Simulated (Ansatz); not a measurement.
**C₈H₁₈GeN₂ (Ge(vinyl)2(NMe2)2): density, localisation and related maps**

Input file:

```
crystal:
  periodic: [false, false, false]
  atoms:
    - {symbol: Ge, position_ang: [0.398577, -0.010502, 0.307714]}
    - {symbol: C, position_ang: [0.322693, -0.149506, 2.263467]}
    - {symbol: C, position_ang: [0.976766, 0.683996, 3.094668]}
    - {symbol: H, position_ang: [-0.264085, -0.980867, 2.697662]}
    - {symbol: H, position_ang: [1.577796, 1.533737, 2.723478]}
    - {symbol: H, position_ang: [0.941497, 0.566237, 4.192992]}
    - {symbol: C, position_ang: [2.236827, 0.004250, -0.349832]}
    - {symbol: C, position_ang: [2.581736, -0.550924, -1.527046]}
    - {symbol: H, position_ang: [3.007137, 0.504830, 0.264524]}
    - {symbol: H, position_ang: [1.829330, -1.062288, -2.153420]}
    - {symbol: H, position_ang: [3.617082, -0.527862, -1.910812]}
    - {symbol: N, position_ang: [-0.426586, 1.568217, -0.190844]}
    - {symbol: C, position_ang: [-1.515962, 2.141387, 0.567502]}
    - {symbol: C, position_ang: [-0.340728, 2.018748, -1.562636]}
    - {symbol: H, position_ang: [-1.445990, 3.255537, 0.584199]}
    - {symbol: H, position_ang: [-1.486112, 1.792595, 1.619100]}
    - {symbol: H, position_ang: [-2.528382, 1.890902, 0.155477]}
    - {symbol: H, position_ang: [0.557221, 1.596569, -2.057433]}
    - {symbol: H, position_ang: [-1.231147, 1.735390, -2.182111]}
    - {symbol: H, position_ang: [-0.256189, 3.130896, -1.611263]}
    - {symbol: N, position_ang: [-0.441577, -1.443902, -0.549796]}
    - {symbol: C, position_ang: [0.037249, -2.785330, -0.288359]}
    - {symbol: C, position_ang: [-1.866435, -1.367074, -0.792479]}
    - {symbol: H, position_ang: [-0.430779, -3.265765, 0.611701]}
    - {symbol: H, position_ang: [1.136011, -2.785867, -0.135068]}
    - {symbol: H, position_ang: [-0.174680, -3.459251, -1.152659]}
    - {symbol: H, position_ang: [-2.170310, -0.317226, -0.976952]}
    - {symbol: H, position_ang: [-2.147936, -1.960206, -1.695159]}
    - {symbol: H, position_ang: [-2.493044, -1.756730, 0.053405]}
basis:
  gaussian: {orbitals: def2-TZVP, fitting: {mean_field: def2-universal-jkfit}, initial_orbitals: start.molden}
hamiltonian: {xc: pbe0, dispersion: d4}
scf: {omitted_lower_state_checks: [starts]}
output: {forces: true, orbitals: {seedname: orbitals}}
```

Command:

```sh
ansatz run in.yaml --threads 2 --pin off --events-out ev --progress --plain --max-ram 32768MiB --backend cuda --devices 0, --max-vram 18GiB
```

Geometry: PBE-D4/def2-SVP; not at a stationary point (largest force 0.7 eV/Å).

Theory: RKS PBE0-D4/def2-TZVP (Ansatz).

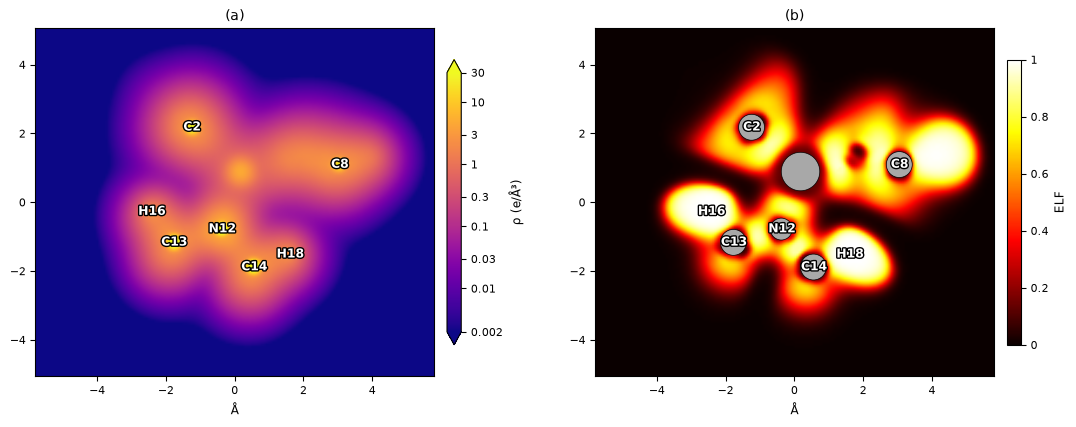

Figure 1. (a) electron density; (b) electron localisation function on the plane of atoms C13, N12 and C14. Grey discs cover the atomic cores in the ELF map.

**Interpret the plot.**

- The section cuts through C, N and H sites.
- C–N (1.45 Å): ρ at the midpoint is about 1.9 e/Å³; the ELF peaks at about 0.90 between the atoms, as expected for a covalent bond.
- C–H (1.11 Å): ρ is about 2 e/Å³ halfway; the ELF climbs to about 1 towards the hydrogen, as it does in any bond to H (an ordinary covalent bond to hydrogen).

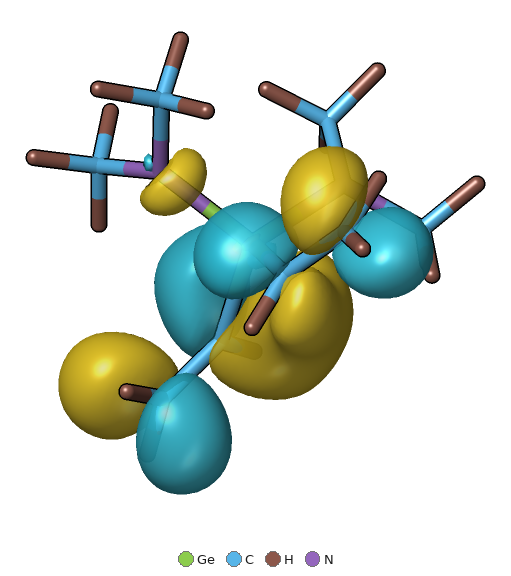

Figure 2. The LUMO at ±0.1 Å⁻³ᐟ² (yellow and cyan are the two phases), seen across its widest extent.

**What is the character of this orbital?**

By Hirshfeld shares it lies mainly on C3 (about 25 %), C2 (about 20 %), C8 (about 15 %), Ge1 (about 15 %) and C7 (about 10 %). Its energy is −0.73 eV.

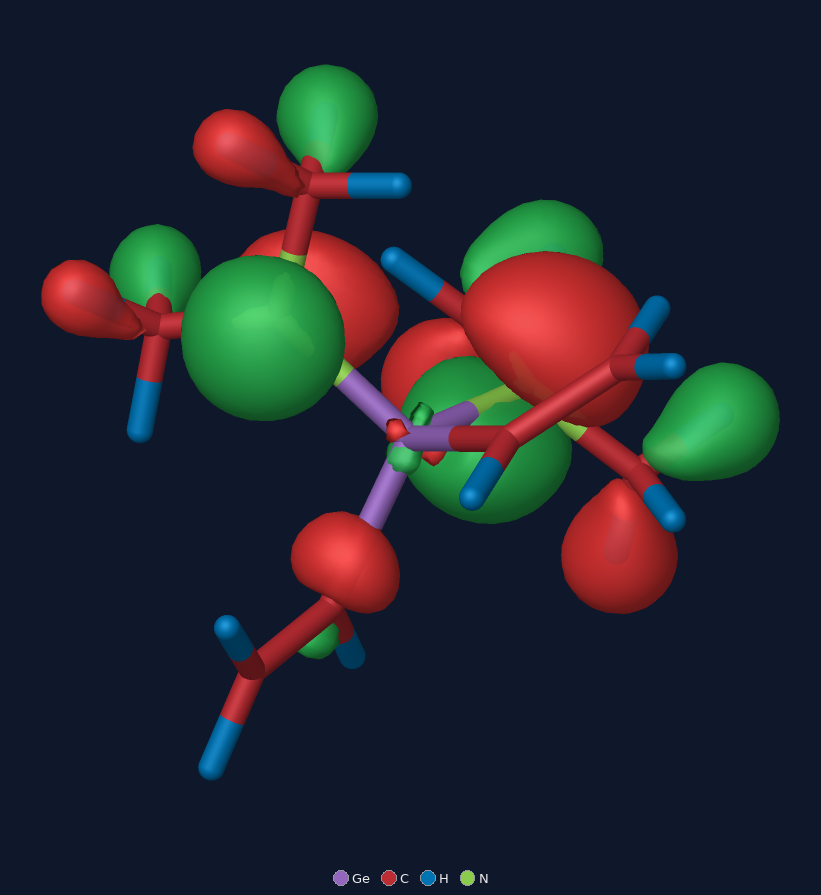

Figure 3. The HOMO at ±0.1 Å⁻³ᐟ² (green and red are the two phases), seen at a tilt.

**Where does this orbital lie, and at what energy?**

Its weight (Hirshfeld) is mainly on N21 (about 35 %), N12 (about 20 %) and Ge1 (about 5 %). Its energy is −5.89 eV.
